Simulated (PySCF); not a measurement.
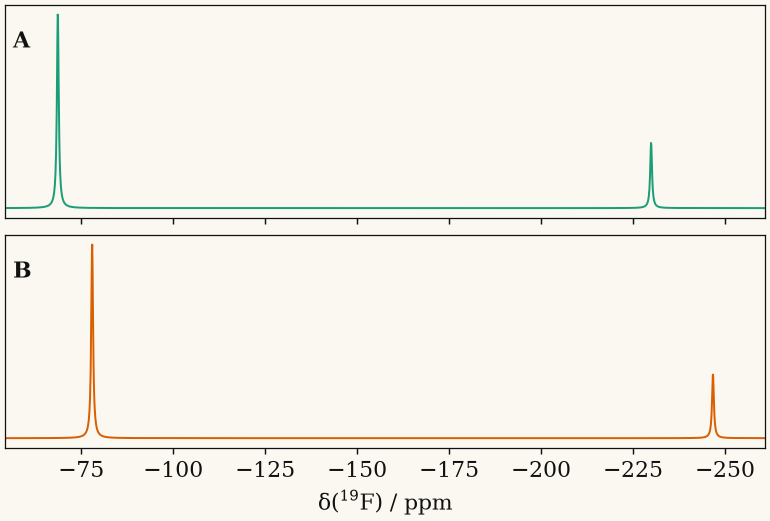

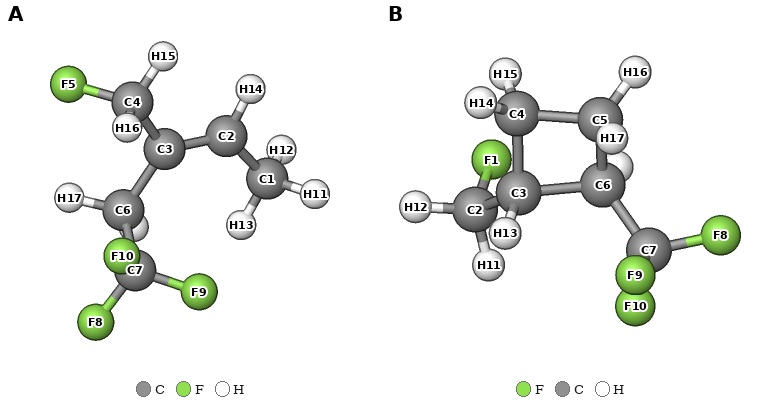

Related molecules: A is C₆H₈F₄, SMILES C/C=C(/CF)CC(F)(F)F; B is C₆H₈F₄, SMILES FC[C@@H]1CC[C@H]1C(F)(F)F. GIAO ¹⁹F shifts against CFCl₃ (¹⁹F: this reference is a hard case for the method, so all values can be off together by tens of ppm, and differences between signals are safer), CAM-B3LYP/pcSseg-1 with PySCF, at a PBE0-D3(BJ)/def2-SVP geometry (no frequency check); fully decoupled, line heights follow the number of nuclei within a panel, widths are arbitrary (no quadrupolar broadening); values of one conformer, averaged over nuclei that symmetry or rotation about single bonds exchange, these motions taken as fast; other conformers aren't averaged in.

> Assign the ¹⁹F signals of each molecule.

A: −68.6 (F8, F9, F10); −229.9 (F5)
B: −78.0 (F8, F9, F10); −246.7 (F1)
